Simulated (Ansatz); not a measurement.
# CHF2 (difluoromethyl radical): levels of theory compared

Wanted: a comparison of 6 runs (UHF/STO-3G, UBLYP/STO-3G, UCAM-B3LYP/STO-3G, UPBE/STO-3G, USVWN5/STO-3G, UCCSDT/STO-3G) of CHF2 (difluoromethyl radical). 

Program for the calculation: Ansatz 0.2.0.

57 further runs of the same task are left out: 10 that didn't finish, 47 set aside as unsound or not needed.

## 1. The molecule

CHF2 has 4 atoms, charge 0, and is taken as a doublet. As SMILES, `F[CH]F`. The F3–C2 distance was set to 1.981 Å, away from the relaxed value. At this shape a bond of the SMILES string is far longer than usual.

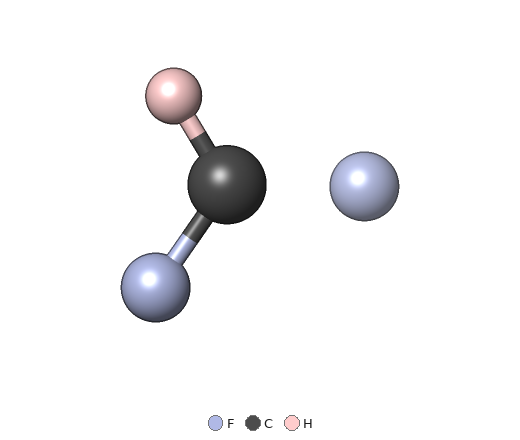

Viewed from a chosen angle; fluorine light blue, carbon dark grey, hydrogen pink.

## 2. The energy at UHF/STO-3G (run 1)

The input, input.yaml:

```yaml
crystal:
  periodic: [false, false, false]
  atoms:
    - {symbol: F, position_ang: [-1.405461, 0.879733, -0.004693]}
    - {symbol: C, position_ang: [-0.158661, 0.678533, 0.381407]}
    - {symbol: F, position_ang: [0.433100, -1.166800, -0.029600]}
    - {symbol: H, position_ang: [0.539239, 1.453833, 0.063907]}
basis:
  gaussian:
    orbitals: STO-3G
accuracy: high
hamiltonian:
  xc: hf
magnetization:
  spin_polarized: true
  initial_magnetization: 1
```

On the command line:

```sh
$ ansatz run input.yaml --threads 1 --pin off --max-ram 2610MiB --events-out events.jsonl --progress --plain --runs-dir runs
```

Standard output:

```text
Warning: RAYON_NUM_THREADS=1 ignored (pool sized by the plan → 1); use --threads N
Functional definition: HF
  name "HF"
  exchange = exact_x
  correlation = 0
266 factors; integrals over basis functions are off by at most 3.3e-8 eV
mean field evaluation 1: about -6355.0619 eV, gradient 2.0e1 eV
mean field evaluation 2: about -6355.1614 eV, gradient 2.0e1 eV
mean field evaluation 4: about -6361.7992 eV, gradient 5.3e0 eV
mean field evaluation 8: about -6362.6550 eV, gradient 2.0e0 eV
mean field evaluation 16: about -6364.3947 eV, gradient 2.4e-4 eV
mean field evaluation 32: about -6364.7110 eV, gradient 2.0e-8 eV
mean field evaluation 64: about -6364.2535 eV, gradient 1.1e0 eV
mean field evaluation 96: about -6362.4507 eV, gradient 9.3e-1 eV
mean field evaluation 128: about -6362.7051 eV, gradient 2.0e0 eV
mean field evaluation 160: about -6362.7476 eV, gradient 4.9e-1 eV
mean field evaluation 192: about -6362.3841 eV, gradient 9.4e-1 eV
mean field evaluation 224: about -6364.2646 eV, gradient 3.8e0 eV
mean field evaluation 256: about -6362.7422 eV, gradient 7.8e-4 eV
mean field -6364.71102241 eV, -233.8988159173 hartree, gradient 3.3e-8 eV, S^2 1.533673; 4 other end points of the search recorded, 0 dependent functions left out
reference -6364.71102241 eV, -233.8988159173 hartree; 13, 12 occupied and 3, 4 virtual orbitals, 266 factors
Total energy: -6364.71102241 eV, -233.8988159173 hartree
```

Run time: 0.26 s. Hardware: 1 thread of Arm Neoverse V1, shared host.

## 3. A single-point energy at UBLYP/STO-3G (run 2)

The input, job.yaml:

```yaml
crystal:
  periodic: [false, false, false]
  atoms:
    - {symbol: F, position_ang: [-1.405461, 0.879733, -0.004693]}
    - {symbol: C, position_ang: [-0.158661, 0.678533, 0.381407]}
    - {symbol: F, position_ang: [0.433100, -1.166800, -0.029600]}
    - {symbol: H, position_ang: [0.539239, 1.453833, 0.063907]}
basis:
  gaussian:
    orbitals: STO-3G
magnetization:
  spin_polarized: true
  initial_magnetization: 1
hamiltonian:
  xc: {name: BLYP}
accuracy: high
```

On the command line:

```sh
$ ansatz run job.yaml --threads 1 --pin off --max-ram 2610MiB --events-out events.jsonl --progress --plain --runs-dir runs
```

Standard output:

```text
Warning: RAYON_NUM_THREADS=1 ignored (pool sized by the plan → 1); use --threads N
Functional definition: BLYP
  name "BLYP"
  parameter beta = 0.0042
  parameter a = 0.04918
  parameter b = 0.132
  parameter c = 0.2533
  parameter d = 0.349
  exchange = b88_x(beta = beta)
  correlation = lyp_c(a = a, b = b, c = c, d = d)
266 factors; integrals over basis functions are off by at most 3.3e-8 eV
mean field evaluation 1: about -6384.1308 eV, gradient 2.1e1 eV
mean field evaluation 2: about -6179.7349 eV, gradient 1.2e2 eV
mean field evaluation 4: about -6387.7636 eV, gradient 8.4e0 eV
mean field evaluation 8: about -6388.1814 eV, gradient 4.3e-2 eV
mean field evaluation 16: about -6388.1155 eV, gradient 6.5e-5 eV
mean field evaluation 32: about -6385.8341 eV, gradient 1.2e1 eV
mean field -6388.11546612 eV, -234.7589133597 hartree, gradient 2.8e-8 eV, S^2 0.767104; 4 other end points of the search recorded, 0 dependent functions left out
reference -6388.11549109 eV, -234.7589142775 hartree; 13, 12 occupied and 3, 4 virtual orbitals, 266 factors
Total energy: -6388.11549109 eV, -234.7589142775 hartree
```

It took 1.7 s on 1 thread of Arm Neoverse V1, shared host; peak memory 0.11 GiB.

Runs 3 to 5 aren't shown in full; the table further down has their settings and results.

## 4. A single-point energy at UCCSDT/STO-3G (run 6)

The input, in.yaml:

```yaml
crystal:
  periodic: [false, false, false]
  atoms:
    - {symbol: F, position_ang: [-1.405461, 0.879733, -0.004693]}
    - {symbol: C, position_ang: [-0.158661, 0.678533, 0.381407]}
    - {symbol: F, position_ang: [0.433100, -1.166800, -0.029600]}
    - {symbol: H, position_ang: [0.539239, 1.453833, 0.063907]}
basis:
  gaussian: {orbitals: STO-3G}
magnetization: {spin_polarized: true, initial_magnetization: 1}
correlation: {method: ccsdt, frozen_orbitals: {C: 1, F: 1, H: 0}}
accuracy: high
scf: {omitted_lower_state_checks: [cluster_reference, increment]}
```

On the command line:

```sh
$ ansatz run in.yaml --threads 1 --pin off --max-ram 2610MiB --events-out events.jsonl --progress --plain --runs-dir runs
```

Standard output:

```text
Warning: RAYON_NUM_THREADS=1 ignored (pool sized by the plan → 1); use --threads N
[... 16 lines left out ...]
3 core orbitals not correlated: weight in the atoms' cores, before any rotation towards them, 1.000 or more for the frozen orbitals, at most 0.000 for the correlated occupied ones
[... 74 lines left out ...]
Total energy: -6367.50325331 eV, -234.0014285105 hartree
Checks for a lower state left out: cluster_reference, increment
```

Run time: 1.6 s. Hardware: 1 thread of Arm Neoverse V1, shared host.

## 5. The series

| run | level | frozen core orbitals | energy (Eh) | ⟨S²⟩ | wall time |
| --- | --- | --- | --- | --- | --- |
| 1 | UHF/STO-3G | – | -233.898816 | 1.534 | 0.26 s |
| 2 | UBLYP/STO-3G | – | -234.758914 | 0.767 | 1.7 s |
| 3 | UCAM-B3LYP/STO-3G | – | -234.713608 | 0.845 | 2.4 s |
| 4 | UPBE/STO-3G | – | -234.593000 | 0.768 | 1.7 s |
| 5 | USVWN5/STO-3G | – | -233.151876 | 0.758 | 0.9 s |
| 6 | UCCSDT/STO-3G | 3 | -234.001429 | 1.534 | 1.6 s |

## 6. What came out

| quantity | value |
| --- | --- |
| run 6: total energy | -234.00143 Eh |
| run 6: correlation energy (3 core orbitals frozen) | -102.6 mEh |
| run 6: ⟨S²⟩ of the reference determinant | 1.534 |
| run 6: T1 diagnostic | 0.071 |

Totals of different functionals can't be ranked against each other. In runs 1, 2, 3, 4, 5, 6 the basis is minimal, so the values are rough. Spin contamination of the reference: run 1 ⟨S²⟩ = 1.53, run 6 ⟨S²⟩ = 1.53. Where it is this large, the reference is a mixture of spin states, and values that rest on it are in doubt. All runs together took 8.6 s, the longest 2.4 s.
